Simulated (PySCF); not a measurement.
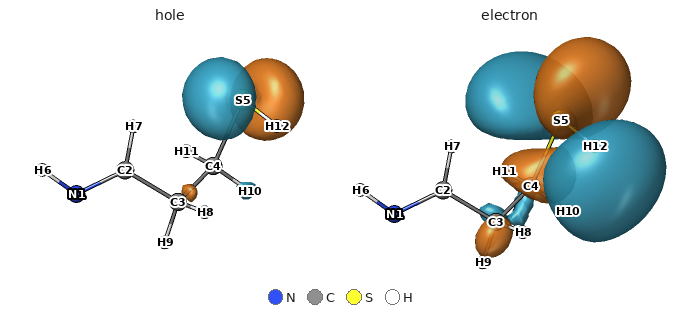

C$_{3}$H$_{7}$NS, SMILES `N=CCCS`. Leading natural transition orbital pair of S₂ (TDA singlet states); the surfaces enclose about 70 % of each orbital's density.

Method: M06-2X/6-31+G*; geometry: GFN2-xTB; program: PySCF. No frequency check shows the geometry to be a minimum. GFN2-xTB bond lengths at metals and heavier atoms can be off by up to 0.1 Å and shapes distorted, which carries into these values.

Input script:

```python
import numpy as np
from pyscf import gto, scf, dft, tdscf
from pyscf.scf import atom_ks, atom_hf
from scipy.linalg import block_diag

def solve(mol, dm0=None, hcore=None):
    mf = (dft.UKS if mol.spin else dft.RKS)(mol, xc='m062x')
    mf.grids.level = 3
    mf = mf.density_fit(auxbasis='def2-universal-jkfit')
    mf.conv_tol, mf.max_cycle = 1e-8, 80
    if hcore is not None:
        mf.get_hcore = lambda *args: hcore
    mf.kernel(dm0)
    if not mf.converged:
        mf = mf.newton().run(mf.mo_coeff, mf.mo_occ, max_cycle=30)
    assert mf.converged, 'SCF not converged'
    return mf

mol = gto.M(atom='''
N     -2.64338     0.31360    -0.17618
C     -1.43135     0.40891     0.12518
C     -0.62906    -0.82135     0.40519
C      0.64930    -0.86407    -0.42349
S      1.80903     0.49250    -0.02422
H     -3.12606     1.19213    -0.35182
H     -0.86839     1.34877     0.20412
H     -0.37456    -0.83588     1.46965
H     -1.23977    -1.69756     0.18156
H      1.17791    -1.80570    -0.27750
H      0.42771    -0.74109    -1.48324
H      2.02905     0.12309     1.23682
''', basis='6-31+g*', charge=0, spin=0, verbose=4)
mf = solve(mol)
td = mf.TDA()
td.nstates, td.singlet, td.conv_tol = 4, True, 1e-5
td.kernel()
td.analyze()
x, y = np.array([p[0] for p in td.xy]), np.array([p[1] + 0 * p[0] for p in td.xy])
f, mu = td.oscillator_strength(), td.transition_dipole()
nto = [td.get_nto(state=i + 1, verbose=4) for i in range(len(td.e))]
# spherically averaged free atoms, for the promolecule
atm = atom_ks.get_atm_nrks(mol, xc='m062x')
pro = block_diag(*[(atm[a[0]][2] * atm[a[0]][3]) @ atm[a[0]][2].T for a in mol._atom])
np.savez('result.npz', e=td.e, f=f, ok=td.converged, w=[n[0] for n in nto], nto=[n[1] for n in nto], x=x, y=y, c=mf.mo_coeff, occ=mf.mo_occ, eps=mf.mo_energy, pro=pro, mu=mu)
```

Run with:

```sh
OMP_NUM_THREADS=1 python input.py
```

The run took 9.6 min on 1 thread of Arm Neoverse V2, on a shared host, peak memory 0.77 GiB.

Where does the state lie, and where do hole and electron sit?

Answer. 5.38 eV (230 nm), f = 0.008, partly diffuse acceptor orbital; the leading pair carries 85 %; hole on S5 (70 %) and N1 (10 %), electron on S5 (42 %), H12 (15 %) and C4 (12 %) (atom shares of so diffuse an orbital are rough) (shares are of the whole state, not of the leading pair alone); their centroids lie 0.4 Å apart. The HOMO–LUMO gap is 8.29 eV.
